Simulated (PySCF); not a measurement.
**Calculation of the molecule and its ions, with input and output: B$_{2}$SiH$_{4}$**

System: B$_{2}$SiH$_{4}$.
Method: EOM-CCSD/6-31G*, RHF, sfX2C (PySCF 2.14.0).

The geometry was optimised with HCTH407/aug-cc-pVDZ.

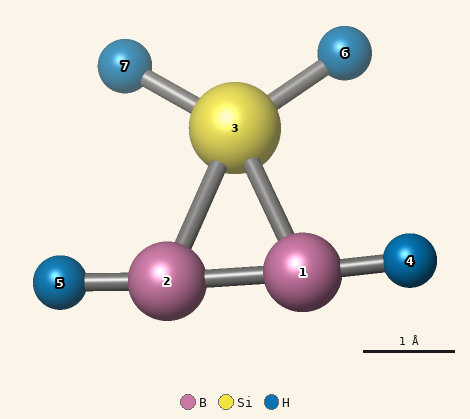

The input geometry (ball-and-stick view, seen at a tilt; atoms are numbered from 1 in the order of the input).

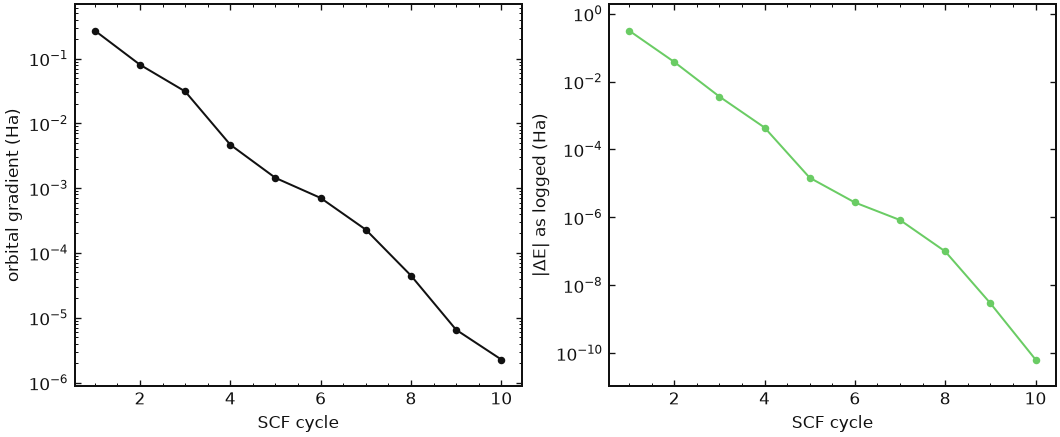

Convergence of the self-consistent field: orbital gradient and size of the energy change against the SCF cycle. The residual falls at every step.

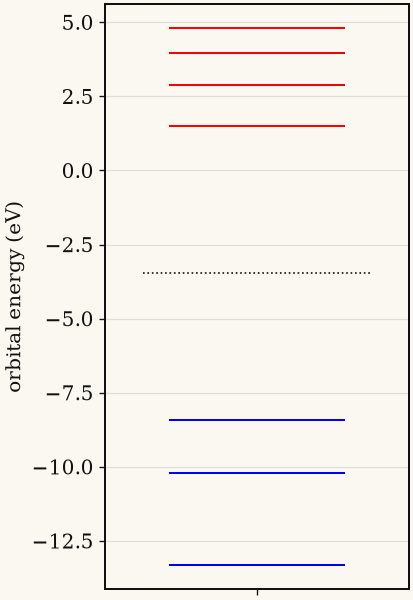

Orbital energies near the frontier (SCF reference); the dotted line parts filled from empty levels, and levels within 0.02 eV of each other stand side by side. Highest filled −8.41 eV, lowest empty 1.49 eV, 9.90 eV apart.

These pictures come from the run below.

Input (run.py)
```python
import numpy
from pyscf import gto, cc

mol = gto.M(
    atom='''
B   -1.141739  -0.386555  -0.665292
B    0.219569  -0.927148  -1.005889
Si   0.300869   0.376598   0.565968
H   -2.192599   0.069824  -0.339801
H    1.323992  -1.310143  -1.234049
H   -0.453667   1.278470   1.496908
H    1.756601   0.426069   0.923618
''',
    max_memory=1860,
    verbose=4,
    cart=True,
    basis='6-31g*',
)

mf = mol.RHF()
mf = mf.x2c()
mf.kernel()

mycc = cc.CCSD(mf, frozen=7)
mycc.kernel()
etot = mycc.e_tot
print('E(%s) = %.9f' % ('EOM-CCSD', etot))

e, vec = mycc.eaccsd(nroots=3)
roots = numpy.atleast_1d(e) * 27.211386
print('EOM-EA-CCSD roots (eV)')
for i, w in enumerate(roots, 1):
    print('%3d %10.4f' % (i, w))
```

Launch command:
```bash
OMP_NUM_THREADS=1 python run.py
```

What the program printed
```
PySCF version 2.14.0

[INPUT] num. atoms = 7
[INPUT] num. electrons = 28
[INPUT] charge = 0
[INPUT] spin (= nelec alpha-beta = 2S) = 0
[INPUT] symmetry False subgroup None
[INPUT] Mole.unit = angstrom
[INPUT] Cartesian GTO integrals (6d 10f)
[INPUT] Symbol           X                Y                Z      unit          X                Y                Z       unit  Magmom
[INPUT]  1 B     -1.141739000000  -0.386555000000  -0.665292000000 AA   -2.157574015735  -0.730483082081  -1.257219672864 Bohr   0.0
[INPUT]  2 B      0.219569000000  -0.927148000000  -1.005889000000 AA    0.414925275445  -1.752055796938  -1.900854721713 Bohr   0.0
[INPUT]  3 Si     0.300869000000   0.376598000000   0.565968000000 AA    0.568560009372   0.711667079059   1.069524515268 Bohr   0.0
[INPUT]  4 H     -2.192599000000   0.069824000000  -0.339801000000 AA   -4.143411610995   0.131948236922  -0.642130826853 Bohr   0.0
[INPUT]  5 H      1.323992000000  -1.310143000000  -1.234049000000 AA    2.501982271115  -2.475811454016  -2.332014634293 Bohr   0.0
[INPUT]  6 H     -0.453667000000   1.278470000000   1.496908000000 AA   -0.857306381753   2.415958158473   2.828746153670 Bohr   0.0
[INPUT]  7 H      1.756601000000   0.426069000000   0.923618000000 AA    3.319494800137   0.805153720167   1.745385063719 Bohr   0.0

nuclear repulsion = 71.2963722403055
number of shells = 28
number of NR pGTOs = 124
number of NR cGTOs = 57
basis = 6-31g*
ecp = {}

******** <class 'pyscf.x2c.sfx2c1e.sfX2C1eRHF'> ********
method = sfX2C1eRHF
initial guess = minao
damping factor = 0
level_shift factor = 0
DIIS = <class 'pyscf.scf.diis.CDIIS'>
diis_start_cycle = 1
diis_space = 8
diis_damp = 0
SCF conv_tol = 1e-09
SCF conv_tol_grad = None
SCF max_cycles = 50
direct_scf = True
direct_scf_tol = 1e-13

******** <class 'pyscf.x2c.sfx2c1e.SpinFreeX2CHelper'> ********
approx = 1e
xuncontract = 1
Set gradient conv threshold to 3.16228e-05
Initial guess from minao.
init E= -341.313849287523
  HOMO = -0.207072054250184  LUMO = -0.00180524018747485  gap/eV = 5.58559
cycle= 1 E= -340.997745930275  delta_E= 0.316  |g|= 0.27  |ddm|= 2.12
  HOMO = -0.318101066427762  LUMO = 0.040555048680881  gap/eV = 9.75953
cycle= 2 E= -341.035440780706  delta_E= -0.0377  |g|= 0.0803  |ddm|= 0.423
  HOMO = -0.307722303449948  LUMO = 0.0578948143314602  gap/eV = 9.94895
cycle= 3 E= -341.03903788933  delta_E= -0.0036  |g|= 0.0311  |ddm|= 0.201
  HOMO = -0.307569900225402  LUMO = 0.0556791005374322  gap/eV = 9.88451
cycle= 4 E= -341.039478033679  delta_E= -0.00044  |g|= 0.00468  |ddm|= 0.048
  HOMO = -0.309272158095774  LUMO = 0.0546157184139453  gap/eV = 9.90189
cycle= 5 E= -341.039492607348  delta_E= -1.46e-05  |g|= 0.00144  |ddm|= 0.0121
  HOMO = -0.308890665182921  LUMO = 0.0548730579750414  gap/eV = 9.89852
cycle= 6 E= -341.039495342178  delta_E= -2.73e-06  |g|= 0.000706  |ddm|= 0.00472
  HOMO = -0.308917484354373  LUMO = 0.054878528209124  gap/eV = 9.89939
cycle= 7 E= -341.039496171762  delta_E= -8.3e-07  |g|= 0.000229  |ddm|= 0.00327
  HOMO = -0.308903886222007  LUMO = 0.0548881870721591  gap/eV = 9.89929
cycle= 8 E= -341.039496270515  delta_E= -9.88e-08  |g|= 4.48e-05  |ddm|= 0.00116
  HOMO = -0.308906484305923  LUMO = 0.0548872682577475  gap/eV = 9.89933
cycle= 9 E= -341.039496273456  delta_E= -2.94e-09  |g|= 6.53e-06  |ddm|= 0.000184
  HOMO = -0.308905945632446  LUMO = 0.054887880916755  gap/eV = 9.89933
cycle= 10 E= -341.039496273521  delta_E= -6.46e-11  |g|= 2.27e-06  |ddm|= 2.17e-05
  HOMO = -0.308906047518676  LUMO = 0.0548878521825329  gap/eV = 9.89934
Extra cycle  E= -341.039496273529  delta_E= -7.84e-12  |g|= 1.42e-06  |ddm|= 5.09e-06
converged SCF energy = -341.039496273529

******** <class 'pyscf.cc.ccsd.CCSD'> ********
CC2 = 0
CCSD nocc = 7, nmo = 50
frozen orbitals 7
max_cycle = 50
direct = 0
conv_tol = 1e-07
conv_tol_normt = 1e-05
diis_space = 6
diis_start_cycle = 0
diis_start_energy_diff = 1e+09
Init t2, MP2 energy = -341.290403217975  E_corr(MP2) -0.250906944446694
Init E_corr(CCSD) = -0.250906944448719
cycle = 1  E_corr(CCSD) = -0.271932543651318  dE = -0.0210255992  norm(t1,t2) = 0.0606569
cycle = 2  E_corr(CCSD) = -0.281858663544155  dE = -0.00992611989  norm(t1,t2) = 0.022047
cycle = 3  E_corr(CCSD) = -0.284983896176553  dE = -0.00312523263  norm(t1,t2) = 0.00971227
cycle = 4  E_corr(CCSD) = -0.286009945739996  dE = -0.00102604956  norm(t1,t2) = 0.00335581
cycle = 5  E_corr(CCSD) = -0.285890707778887  dE = 0.000119237961  norm(t1,t2) = 0.00108242
cycle = 6  E_corr(CCSD) = -0.285862234189079  dE = 2.84735898e-05  norm(t1,t2) = 0.000320461
cycle = 7  E_corr(CCSD) = -0.285879299871552  dE = -1.70656825e-05  norm(t1,t2) = 0.000142983
cycle = 8  E_corr(CCSD) = -0.285879571949127  dE = -2.72077574e-07  norm(t1,t2) = 4.1093e-05
cycle = 9  E_corr(CCSD) = -0.285879061734861  dE = 5.10214266e-07  norm(t1,t2) = 1.68518e-05
cycle = 10  E_corr(CCSD) = -0.285878874520498  dE = 1.87214363e-07  norm(t1,t2) = 4.14205e-06
cycle = 11  E_corr(CCSD) = -0.28587874119495  dE = 1.33325547e-07  norm(t1,t2) = 1.41222e-06
cycle = 12  E_corr(CCSD) = -0.285878709146757  dE = 3.2048193e-08  norm(t1,t2) = 5.73568e-07
CCSD converged
E(CCSD) = -341.3253749826754  E_corr = -0.2858787091467574
E(EOM-CCSD) = -341.325374983

******** <class 'pyscf.cc.eom_rccsd.EOMEA'> ********
max_space = 20
max_cycle = 50
conv_tol = 1e-07
partition = None
EOM-CCSD root 0 E = 0.02605645758354894  qpwt = 0.962022  conv = True
EOM-CCSD root 1 E = 0.0658938568732125  qpwt = 0.96034  conv = True
EOM-CCSD root 2 E = 0.108713750793992  qpwt = 0.955656  conv = True
EOM-EA-CCSD roots (eV)
  1     0.7090
  2     1.7931
  3     2.9583
```

Results in brief

- outcome: converged
- total energy: −341.325375 hartree
- SCF energy: −341.039496 hartree
- correlation energy: −0.285879 hartree
- basis functions: 57
- T1 diagnostic: 0.015
- HOMO of the SCF reference: −8.41 eV
- LUMO of the SCF reference: 1.49 eV
- hardware: 1 thread of Intel Xeon @ 2.50GHz (Skylake/Cascade Lake), 189 GiB of memory available, shared host
- wall time: 7.8 s
- peak memory: 0.22 GiB
